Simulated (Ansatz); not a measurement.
A series of calculations on GeNH$_{6}$F

## 1. Relaxation

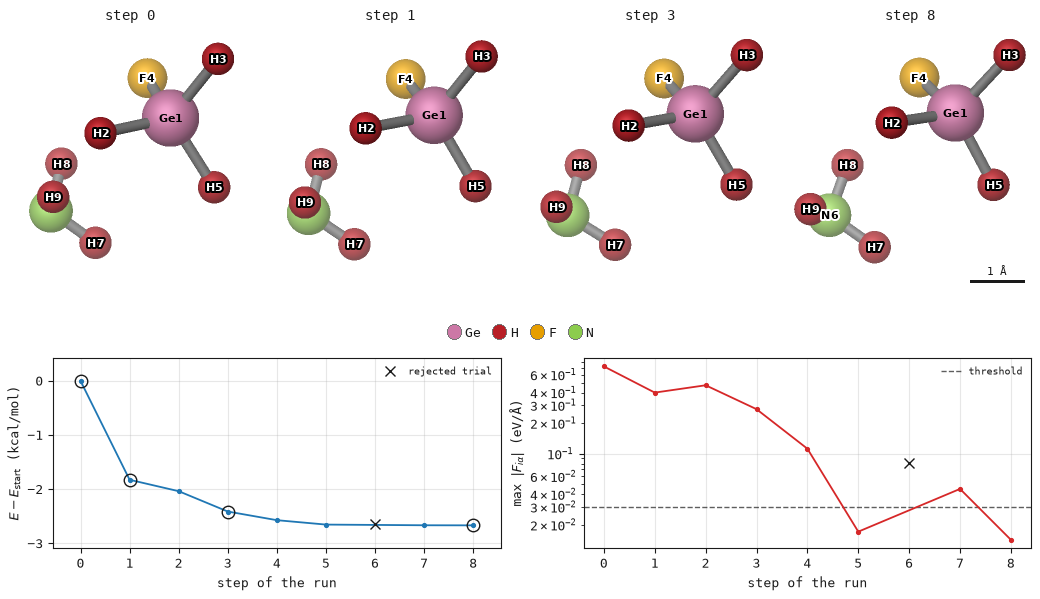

Frames of a relaxation of GeNH₆F, marked on the history of the run. The picture is a ball-and-stick view, seen from a free direction.

The run prepares an end point of a later path (reaction) calculation, from a guessed geometry.

Level of theory: Ansatz 0.2.0, RKS PBE-D4/def2-SVP.

Input
```yaml
crystal:
  periodic: [false, false, false]
  atoms:
    - { symbol: Ge, position_ang: [0.215691, -0.047549, -0.010011] }
    - { symbol: H, position_ang: [0.18296, -0.195017, 1.532341] }
    - { symbol: H, position_ang: [1.645652, 0.204476, -0.553453] }
    - { symbol: F, position_ang: [-0.62652, 1.438409, -0.466302] }
    - { symbol: H, position_ang: [-0.482509, -1.217979, -0.743277] }
    - { symbol: "N", position_ang: [-2.56082, 0.012875, 1.402207] }
    - { symbol: H, position_ang: [-2.746078, -0.674857, 0.660246] }
    - { symbol: H, position_ang: [-2.350935, 0.889153, 0.904986] }
    - { symbol: H, position_ang: [-1.65924, -0.276812, 1.837362] }
basis:
  gaussian: { orbitals: def2-SVP }
hamiltonian:
  xc: pbe
  dispersion: d4
relax:
  f_tol: 0.03
  max_steps: 50
```

Launched with:
```bash
ansatz run input.yaml --threads 2 --pin off --max-ram 3072MiB --backend cpu --events-out ev --progress --plain --runs-dir out
```

Describe the path.

Answer. H9 moves most after the best rigid fit: 0.54 Å. Largest moves by element: H 0.54 Å, N 0.23 Å, F 0.19 Å, Ge 0.15 Å. Some distances before and after: N6–H9 1.042 → 1.028 Å, Ge1–F4 1.768 → 1.772 Å. Among the angles between lasting bonds that change: H3–Ge1–F4 102.3° → 104.7°. The energy falls by 2.67 kcal/mol in 7 accepted moves (8 points after the start). The largest force component goes from 0.72 to 0.014 eV/Å. The line search rejected the trial step at point 6 of the run. The forces were under the threshold at step 5, but the run went on from there. From step 0 to 1: H9 moves most (0.20 Å), energy −1.83 kcal/mol. From step 1 to 3: H9 moves most (0.20 Å), energy −0.59 kcal/mol. From step 3 to 8: H9 moves most (0.15 Å), energy −0.25 kcal/mol.

## 2. Relaxation

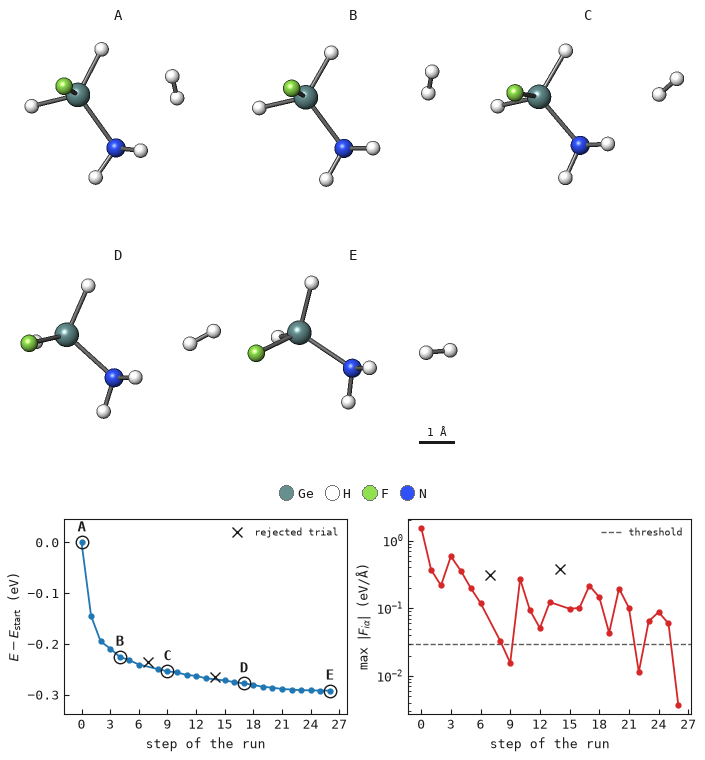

Frames of a relaxation of GeNH6F, marked on the history of the run. A ball-and-stick model, seen face on.

The run prepares an end point of a later path (reaction) calculation, from a guessed geometry.

Level of theory: RKS PBE-D4/def2-SVP (Ansatz 0.2.0). Set-up: no spin polarisation; force threshold 0.03 eV/Å; at most 50 steps.

Describe the path.

After 24 accepted moves (26 points after the start) the energy has fallen by 0.292 eV. Largest force component: 1.6 eV/Å at the start, 0.0037 eV/Å at the end. The line search rejected the trial steps at points 7, 14 of the run. The forces were under the threshold at step 9, but the run went on from there. The atom that moves furthest after the best rigid fit is an H atom (2.08 Å). Largest moves by element: H 2.08 Å, F 1.49 Å, N 0.77 Å, Ge 0.47 Å. Near-neighbour distances that change, for instance: H–H 0.720 → 0.772 Å, Ge–N 1.883 → 1.834 Å, Ge–H 1.552 → 1.545 Å, H–N 1.031 → 1.026 Å. Among the angles between lasting bonds that change: Ge–N–H 109.4° → 115.2°, H–Ge–N 113.6° → 108.3°, Ge–N–H 112.6° → 115.2°. From step 0 to 4: an H atom moves most (0.73 Å), energy −0.225 eV. From step 4 to 9: an H atom moves most (0.42 Å), energy −0.029 eV. From step 9 to 17: an H atom moves most (0.72 Å), energy −0.024 eV. From step 17 to 26: an H atom moves most (0.61 Å), energy −0.014 eV.

## 3. Path

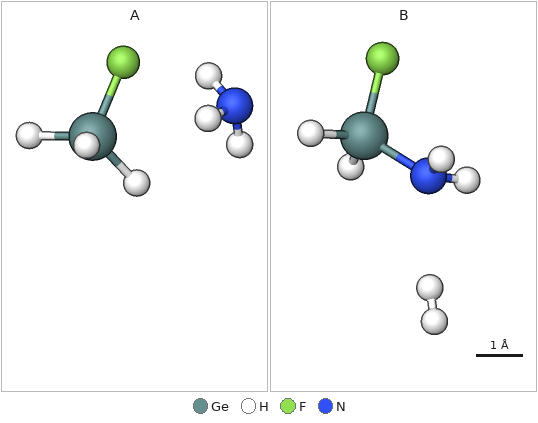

The two relaxed end points of a path for GeNH6F. Style: ball-and-stick. Shown at a tilt.

These are results of Ansatz 0.2.0, RKS PBE-D4/def2-SVP, not measurements.

Set-up: 5 movable images; climbing image; force threshold 0.03 eV/Å; iteration limit 60.

Start:
```xyz
9

Ge    0.3621   -0.0428   -0.0568
H     0.5672   -0.2404    1.4639
H     1.7009    0.2296   -0.7875
F    -0.5814    1.4412   -0.2764
H    -0.4286   -1.1972   -0.7170
N    -2.7726    0.0564    1.3324
H    -2.7776   -0.7508    0.6957
H    -2.3235    0.8242    0.8137
H    -2.1284   -0.1875    2.0961
```

End:
```xyz
9

Ge   -0.3595    0.1955   -0.7315
H    -1.0442   -1.1301    3.6593
H     0.9547    0.8852   -0.3033
F    -0.9811    1.1340   -2.0993
H    -0.2447   -1.2619   -1.2306
N    -1.5156    0.2261    0.6920
H    -2.4251   -0.2183    0.5258
H    -1.6703    1.1502    1.1095
H    -1.0961   -0.8480    2.9421
```

Predict the minimum-energy path and its barrier.

The highest point, image 2, lies 143.4 kJ/mol above the start and 137.5 kJ/mol above the end; the end is at +5.9 kJ/mol relative to the start. Breaking: Ge1–H2 (1.55 → 1.98 at the top → 4.64 Å), N6–H9 (1.03 → 1.25 at the top → 2.53 Å). Forming: Ge1–N6 (3.43 → 2.00 at the top → 1.83 Å), H2–H9 (2.77 → 1.13 at the top → 0.77 Å). The band converged in 23 iterations. The largest component of the band force went from 32 to 0.022 eV/Å. The climbing image converged on the top of the path. Its vibrational analysis gives one imaginary mode (1280i cm⁻¹), as a transition state must have.

Energies of the converged images:

```csv
image,path (Å),E (kJ/mol)
0,0.00,0.0
1,1.85,17.4
2,3.70,143.4
3,4.64,30.0
4,5.58,8.5
5,6.52,6.7
6,7.46,5.9
```

The geometry at the top of the path:

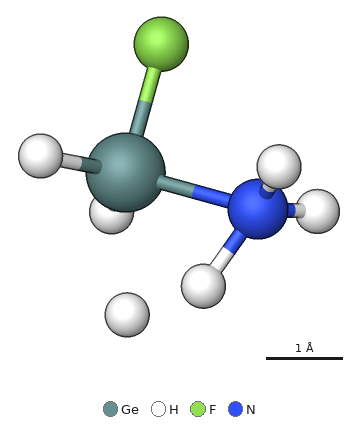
